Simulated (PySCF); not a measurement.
# C7H7O: the cost of one run

The runs use PySCF 2.14.0, with density-fitted response routines of our own; the level of theory stands in each step. All values are computed, except where a source is named. Atoms are numbered from 0 throughout.

### Step 1. The molecule as given

15 atoms, charge 1, multiplicity 1; geometry from: GFN2-xTB.

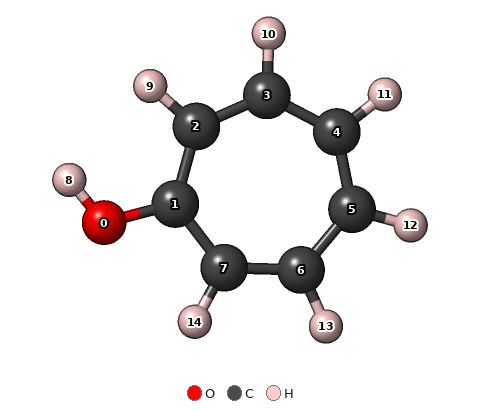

As it starts; oxygen red, carbon dark grey, hydrogen pink, atoms numbered.

### Step 2. Optimising the geometry at PBE0-D3(BJ)/def2-SVP

What the job is given:

```
{"job": {"xc": "PBE0", "basis": "def2-SVP", "d3": "d3bj", "grid": 2, "kind": "geom"}, "charge": 1, "multiplicity": 1}
O      2.459590     0.406200    -0.069500
C      1.171600     0.153150    -0.033330
C      0.712050    -1.180550    -0.024210
C     -0.579310    -1.652520     0.008140
C     -1.786040    -0.940600     0.047550
C     -1.972660     0.424520     0.062560
C     -0.999210     1.434080     0.035010
C      0.367340     1.316890    -0.008480
H      3.035560    -0.375260    -0.087390
H      1.492170    -1.936030    -0.047260
H     -0.679910    -2.731500     0.004440
H     -2.682030    -1.548680     0.070610
H     -2.999540     0.767200     0.098790
H     -1.381400     2.447670     0.049780
H      0.948890     2.232020    -0.025260
```

Q: Estimate the wall time of this first job on 8 threads of Intel Xeon 6975P-C (Granite Rapids), shared host.

About 29 s.
